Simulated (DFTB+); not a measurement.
**Geometry relaxation, with input and output: C2H8ClPSi (part 1 of 5)**

The run: geometry relaxation of C2H8ClPSi. Method and program: GFN1-xTB, R-SCC, dispersion built in (DFTB+ 25.1).

The geometry comes from this level: GFN2-xTB.

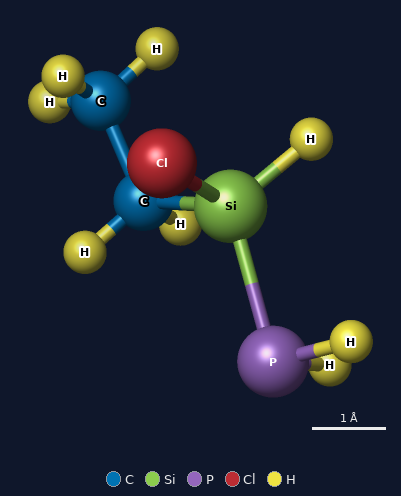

*The structure as given in the input (ball-and-stick view, seen at a tilt).*

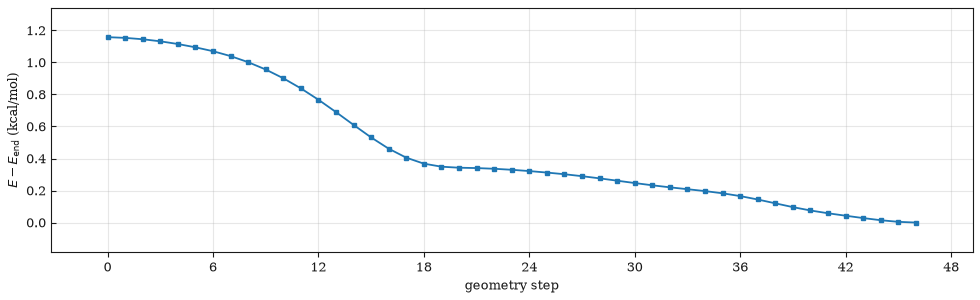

*Progress of the relaxation, step by step (steps are counted from 0).*

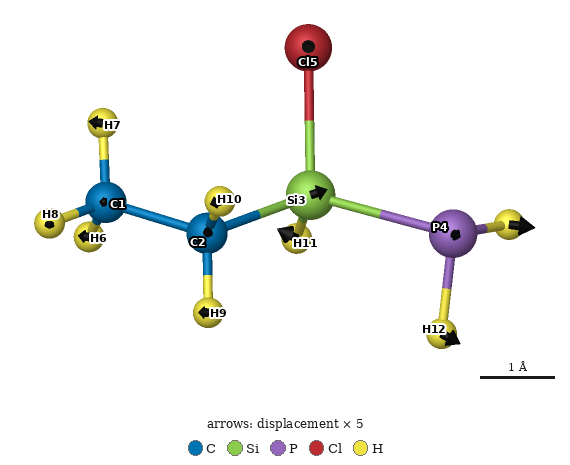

*The starting structure with the displacements as black arrows, magnified 5 times (ball-and-stick view, seen at a tilt). The two geometries are laid on each other by the best rigid fit.*

The atom that moves furthest after the best rigid fit is H13 (0.073 Å). By element the largest moves are H 0.073 Å, Si 0.050 Å, Cl 0.033 Å, P 0.026 Å, C 0.019 Å. Among the contacts that change: Si3–P4 2.249 → 2.226 Å, C2–Si3 1.908 → 1.928 Å, C1–C2 1.524 → 1.544 Å, P4–H12 1.383 → 1.396 Å. Among the angles that change: C2–Si3–H11 110.6° → 106.1°, P4–Si3–H11 115.0° → 118.1°, Si3–P4–H12 94.4° → 96.9°. Over 46 geometry steps the energy falls by 1.16 kcal/mol. (Atoms are counted from 1 in the order of the input.)

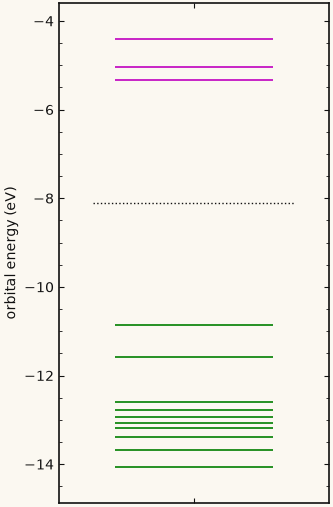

*Orbital energies near the frontier; the dotted line parts filled from empty levels, and levels within 0.02 eV of each other stand side by side.*

Highest filled −10.87 eV, lowest empty −5.33 eV, 5.54 eV apart.

The input that produced these results follows, with the program's output.

### Input (dftb_in.hsd)
```
# GFN1-XTB geometry optimisation
Geometry = GenFormat {
  <<< "start.gen"
}

Driver = GeometryOptimisation {
  Optimiser = FIRE {}
  MaxSteps = 100
  Convergence {
    GradElem = 0.001
  }
  AppendGeometries = Yes
}

Hamiltonian = xTB {
  Method = "GFN1-xTB"
}

Analysis {
  PrintForces = Yes
}

Options {
  WriteResultsTag = Yes
}

ParserOptions {
  ParserVersion = 14
}
```

### File start.gen
```
13 C
C Si P Cl H
   1  1     -0.488660     -0.812390      1.797480
   2  1      0.478070     -0.315520      0.729080
   3  2     -0.398400      0.442480     -0.786900
   4  3      1.190340      1.295770     -2.131220
   5  4     -1.579200      1.976110     -0.192750
   6  5     -1.121250     -1.605130      1.405520
   7  5     -1.131010     -0.003600      2.137370
   8  5      0.054060     -1.202000      2.656260
   9  5      1.114990     -1.141490      0.408590
  10  5      1.142750      0.432050      1.168350
  11  5     -1.282790     -0.545000     -1.419800
  12  5      1.658690      0.059500     -2.539050
  13  5      0.362400      1.419200     -3.232930
```

Command:
```bash
dftb+ > output.log
```

### Log
```
|  DFTB+ development version (commit: a23bfb2)

Reading input file 'dftb_in.hsd'
Parser version: 14

--------------------------------------------------------------------------------

Processed input in HSD format written to 'dftb_pin.hsd'

Starting initialization...
--------------------------------------------------------------------------------
OpenMP threads:              1
Chosen random seed:          426328585
Current stacksize:           unlimited
Mode:                        Geometry optimisation relaxation
Self consistent charges:     Yes
SCC-tolerance:                 0.100000E-04
Max. scc iterations:                    100
Shell resolved Hubbard:      Yes
Spin polarisation:           No
Nr. of up electrons:            16.000000
Nr. of down electrons:          16.000000
Periodic boundaries:         No
Electronic solver:           Relatively robust
Mixer:                       Broyden mixer
Mixing parameter:                  0.200000
Nr. of chrg. vec. in memory:            100
Max. SCC-cycles:                        100
Max. nr. of geometry steps:             100
tblite library version:      0.3.0
-> parametrization:          GFN1-xTB
-> repulsion:                Yes
-> dispersion:               Yes
-> halogen bonding:          Yes
-> electrostatics:           Yes
   -> isotropic:             Yes
   -> anisotropic:           No
   -> third-order:           Yes
Electronic temperature:              0.950045E-03 H      0.258520E-01 eV
Initial charges:             Set automatically (system chrg:   0.000E+00)
Included shells:             C:  s, p
                            Si:  s, p, d
                             P:  s, p, d
                            Cl:  s, p, d
                             H:  s, s2
Extra options:
                             Mulliken analysis
                             Force calculation
Force type                   original

--------------------------------------------------------------------------------

***  Geometry step: 0

 iSCC Total electronic   Diff electronic      SCC error
    1   -0.17513586E+02    0.00000000E+00    0.11919474E+01
    2   -0.17515351E+02   -0.17513586E+02    0.92234487E+00
    3   -0.17513333E+02   -0.17651478E-02    0.10714246E+00
    4   -0.17516226E+02    0.20178889E-02    0.44173832E-01
    5   -0.17516529E+02   -0.28933461E-02    0.11719951E-01
    6   -0.17516572E+02   -0.30230304E-03    0.55803704E-02
    7   -0.17516577E+02   -0.43529503E-04    0.35206910E-02
    8   -0.17516579E+02   -0.43434371E-05    0.20936371E-02
    9   -0.17516580E+02   -0.21526106E-05    0.24706001E-03
   10   -0.17516580E+02   -0.81997302E-06    0.31610880E-04
   11   -0.17516580E+02   -0.12772357E-07    0.17734760E-04
   12   -0.17516580E+02    0.65092820E-10    0.13273295E-04
   13   -0.17516580E+02   -0.74894757E-10    0.29167074E-05

Total Energy:                      -17.3647014027 H         -472.5176 eV
Extrapolated to 0K:                -17.3647014027 H         -472.5176 eV
Total Mermin free energy:          -17.3647014027 H         -472.5176 eV
Force related energy:              -17.3647014027 H         -472.5176 eV

total energy  -1.7364701E+01 H       energy change -1.7364701E+01 H
gradient norm  2.6352902E-02 H/a0    max. gradient  1.3170321E-02 H/a0
step length    0.0000000E+00 a0      max. step      0.0000000E+00 a0

--------------------------------------------------------------------------------

***  Geometry step: 1

 iSCC Total electronic   Diff electronic      SCC error
    1   -0.17516569E+02    0.00000000E+00    0.82002976E-04
    2   -0.17516569E+02    0.10664672E-04    0.32522756E-04
    3   -0.17516569E+02   -0.72874329E-09    0.17685667E-04
    4   -0.17516569E+02   -0.42074788E-10    0.55940466E-05

Total Energy:                      -17.3647083363 H         -472.5178 eV
Extrapolated to 0K:                -17.3647083363 H         -472.5178 eV
Total Mermin free energy:          -17.3647083363 H         -472.5178 eV
Force related energy:              -17.3647083363 H         -472.5178 eV

total energy  -1.7364708E+01 H       energy change -6.9336539E-06 H
gradient norm  2.6267982E-02 H/a0    max. gradient  1.3140719E-02 H/a0
step length    2.6352902E-04 a0      max. step      1.3170321E-04 a0

--------------------------------------------------------------------------------

***  Geometry step: 2

 iSCC Total electronic   Diff electronic      SCC error
    1   -0.17516548E+02    0.00000000E+00    0.16529242E-03
    2   -0.17516548E+02    0.21328010E-04    0.64958206E-04
    3   -0.17516548E+02   -0.30118805E-08    0.36148653E-04
    4   -0.17516548E+02   -0.13979928E-09    0.89851948E-05

Total Energy:                      -17.3647221151 H         -472.5181 eV
Extrapolated to 0K:                -17.3647221151 H         -472.5181 eV
Total Mermin free energy:          -17.3647221151 H         -472.5181 eV
Force related energy:              -17.3647221151 H         -472.5181 eV

total energy  -1.7364722E+01 H       energy change -1.3778721E-05 H
gradient norm  2.6099719E-02 H/a0    max. gradient  1.3081999E-02 H/a0
step length    5.2620869E-04 a0      max. step      2.6312329E-04 a0

--------------------------------------------------------------------------------

***  Geometry step: 3

 iSCC Total electronic   Diff electronic      SCC error
    1   -0.17516516E+02    0.00000000E+00    0.24636712E-03
    2   -0.17516516E+02    0.31985648E-04    0.96623718E-04
    3   -0.17516516E+02   -0.67022690E-08    0.53726785E-04
    4   -0.17516516E+02   -0.30131631E-09    0.12912786E-04
    5   -0.17516516E+02    0.30588865E-11    0.28875760E-05

Total Energy:                      -17.3647425634 H         -472.5187 eV
Extrapolated to 0K:                -17.3647425634 H         -472.5187 eV
Total Mermin free energy:          -17.3647425634 H         -472.5187 eV
Force related energy:              -17.3647425634 H         -472.5187 eV

total energy  -1.7364743E+01 H       energy change -2.0448371E-05 H
gradient norm  2.5850807E-02 H/a0    max. gradient  1.2995384E-02 H/a0
step length    7.8720453E-04 a0      max. step      3.9400618E-04 a0

--------------------------------------------------------------------------------

***  Geometry step: 4

 iSCC Total electronic   Diff electronic      SCC error
    1   -0.17516473E+02    0.00000000E+00    0.32843462E-03
    2   -0.17516473E+02    0.42632378E-04    0.12755973E-03
    3   -0.17516473E+02   -0.12156580E-07    0.69476416E-04
    4   -0.17516473E+02   -0.62311400E-09    0.21206686E-04
    5   -0.17516473E+02    0.16502355E-10    0.40932686E-05

Total Energy:                      -17.3647694223 H         -472.5194 eV
Extrapolated to 0K:                -17.3647694223 H         -472.5194 eV
Total Mermin free energy:          -17.3647694223 H         -472.5194 eV
Force related energy:              -17.3647694223 H         -472.5194 eV

total energy  -1.7364769E+01 H       energy change -2.6858886E-05 H
gradient norm  2.5519750E-02 H/a0    max. gradient  1.2878988E-02 H/a0
step length    1.0457071E-03 a0      max. step      5.2413273E-04 a0

--------------------------------------------------------------------------------

***  Geometry step: 5

 iSCC Total electronic   Diff electronic      SCC error
    1   -0.17516420E+02    0.00000000E+00    0.40813718E-03
    2   -0.17516420E+02    0.53258155E-04    0.15836667E-03
    3   -0.17516420E+02   -0.18796836E-07    0.86314958E-04
    4   -0.17516420E+02   -0.96121155E-09    0.26288274E-04
    5   -0.17516420E+02    0.25988101E-10    0.50589554E-05

Total Energy:                      -17.3648023525 H         -472.5203 eV
Extrapolated to 0K:                -17.3648023525 H         -472.5203 eV
Total Mermin free energy:          -17.3648023525 H         -472.5203 eV
Force related energy:              -17.3648023525 H         -472.5203 eV

total energy  -1.7364802E+01 H       energy change -3.2930171E-05 H
gradient norm  2.5110008E-02 H/a0    max. gradient  1.2733772E-02 H/a0
step length    1.3008887E-03 a0      max. step      6.5328278E-04 a0

--------------------------------------------------------------------------------

***  Geometry step: 6

 iSCC Total electronic   Diff electronic      SCC error
    1   -0.17516356E+02    0.00000000E+00    0.48588134E-03
    2   -0.17516356E+02    0.63851024E-04    0.18818999E-03
    3   -0.17516356E+02   -0.26743393E-07    0.10272533E-03
    4   -0.17516356E+02   -0.13696315E-08    0.31432423E-04
    5   -0.17516356E+02    0.37619685E-10    0.60276708E-05

Total Energy:                      -17.3648409405 H         -472.5214 eV
Extrapolated to 0K:                -17.3648409405 H         -472.5214 eV
Total Mermin free energy:          -17.3648409405 H         -472.5214 eV
Force related energy:              -17.3648409405 H         -472.5214 eV

total energy  -1.7364841E+01 H       energy change -3.8587982E-05 H
gradient norm  2.4624228E-02 H/a0    max. gradient  1.2559840E-02 H/a0
step length    1.5519521E-03 a0      max. step      7.8126281E-04 a0

--------------------------------------------------------------------------------

***  Geometry step: 7

 iSCC Total electronic   Diff electronic      SCC error
    1   -0.17516273E+02    0.00000000E+00    0.62576885E-03
    2   -0.17516273E+02    0.82989439E-04    0.24170893E-03
    3   -0.17516273E+02   -0.44652701E-07    0.13237988E-03
    4   -0.17516273E+02   -0.23031532E-08    0.40871455E-04
    5   -0.17516273E+02    0.63192118E-10    0.78381496E-05

Total Energy:                      -17.3648896763 H         -472.5227 eV
Extrapolated to 0K:                -17.3648896763 H         -472.5227 eV
Total Mermin free energy:          -17.3648896763 H         -472.5227 eV
Force related energy:              -17.3648896763 H         -472.5227 eV

total energy  -1.7364890E+01 H       energy change -4.8735826E-05 H
gradient norm  2.4001527E-02 H/a0    max. gradient  1.2333914E-02 H/a0
step length    2.0050149E-03 a0      max. step      1.0124990E-03 a0

--------------------------------------------------------------------------------

***  Geometry step: 8

 iSCC Total electronic   Diff electronic      SCC error
    1   -0.17516166E+02    0.00000000E+00    0.79504373E-03
    2   -0.17516166E+02    0.10662318E-03    0.30614126E-03
    3   -0.17516166E+02   -0.72574018E-07    0.16815853E-03
    4   -0.17516166E+02   -0.37608885E-08    0.52394921E-04
    5   -0.17516166E+02    0.10499690E-09    0.10003605E-04
    6   -0.17516166E+02   -0.54968652E-09    0.29425804E-05

Total Energy:                      -17.3649500086 H         -472.5243 eV
Extrapolated to 0K:                -17.3649500086 H         -472.5243 eV
Total Mermin free energy:          -17.3649500086 H         -472.5243 eV
Force related energy:              -17.3649500086 H         -472.5243 eV

total energy  -1.7364950E+01 H       energy change -6.0332332E-05 H
gradient norm  2.3217306E-02 H/a0    max. gradient  1.2044771E-02 H/a0
step length    2.5567270E-03 a0      max. step      1.2962724E-03 a0

--------------------------------------------------------------------------------

***  Geometry step: 9

 iSCC Total electronic   Diff electronic      SCC error
    1   -0.17516031E+02    0.00000000E+00    0.99396785E-03
    2   -0.17516031E+02    0.13566069E-03    0.38013051E-03
    3   -0.17516031E+02   -0.11590159E-06    0.21138301E-03
    4   -0.17516031E+02   -0.62506906E-08    0.68825497E-04
    5   -0.17516031E+02    0.15602453E-09    0.13286849E-04
    6   -0.17516031E+02   -0.90888364E-09    0.39114256E-05

Total Energy:                      -17.3650231991 H         -472.5263 eV
Extrapolated to 0K:                -17.3650231991 H         -472.5263 eV
Total Mermin free energy:          -17.3650231991 H         -472.5263 eV
Force related energy:              -17.3650231991 H         -472.5263 eV

total energy  -1.7365023E+01 H       energy change -7.3190453E-05 H
gradient norm  2.2240956E-02 H/a0    max. gradient  1.1676339E-02 H/a0
step length    3.2232682E-03 a0      max. step      1.6425271E-03 a0

--------------------------------------------------------------------------------

***  Geometry step: 10

 iSCC Total electronic   Diff electronic      SCC error
    1   -0.17515860E+02    0.00000000E+00    0.12318416E-02
    2   -0.17515860E+02    0.17110801E-03    0.46856271E-03
    3   -0.17515860E+02   -0.18017274E-06    0.26189386E-03
    4   -0.17515860E+02   -0.98043706E-08    0.86715783E-04
    5   -0.17515860E+02    0.24839863E-09    0.16612727E-04
    6   -0.17515860E+02   -0.14266881E-08    0.49249356E-05

Total Energy:                      -17.3651100778 H         -472.5287 eV
Extrapolated to 0K:                -17.3651100778 H         -472.5287 eV
Total Mermin free energy:          -17.3651100778 H         -472.5287 eV
Force related energy:              -17.3651100778 H         -472.5287 eV

total energy  -1.7365110E+01 H       energy change -8.6878754E-05 H
gradient norm  2.1045440E-02 H/a0    max. gradient  1.1211856E-02 H/a0
step length    4.0213750E-03 a0      max. step      2.0623734E-03 a0

--------------------------------------------------------------------------------

***  Geometry step: 11

 iSCC Total electronic   Diff electronic      SCC error
    1   -0.17515646E+02    0.00000000E+00    0.15079891E-02
    2   -0.17515646E+02    0.21403081E-03    0.56949394E-03
    3   -0.17515646E+02   -0.27431972E-06    0.32047751E-03
    4   -0.17515646E+02   -0.15114161E-07    0.10848002E-03
    5   -0.17515646E+02    0.38578918E-09    0.20586019E-04
    6   -0.17515646E+02   -0.21995241E-08    0.61523663E-05

Total Energy:                      -17.3652107034 H         -472.5314 eV
Extrapolated to 0K:                -17.3652107034 H         -472.5314 eV
Total Mermin free energy:          -17.3652107034 H         -472.5314 eV
Force related energy:              -17.3652107034 H         -472.5314 eV

total energy  -1.7365211E+01 H       energy change -1.0062552E-04 H
gradient norm  1.9605545E-02 H/a0    max. gradient  1.0630638E-02 H/a0
step length    4.9672416E-03 a0      max. step      2.5678700E-03 a0

--------------------------------------------------------------------------------

***  Geometry step: 12

 iSCC Total electronic   Diff electronic      SCC error
    1   -0.17515381E+02    0.00000000E+00    0.18218849E-02
    2   -0.17515381E+02    0.26542271E-03    0.68157412E-03
    3   -0.17515381E+02   -0.40873810E-06    0.38692088E-03
    4   -0.17515381E+02   -0.22897154E-07    0.13487411E-03
    5   -0.17515381E+02    0.58166094E-09    0.25275732E-04
    6   -0.17515381E+02   -0.33295819E-08    0.76226083E-05
```
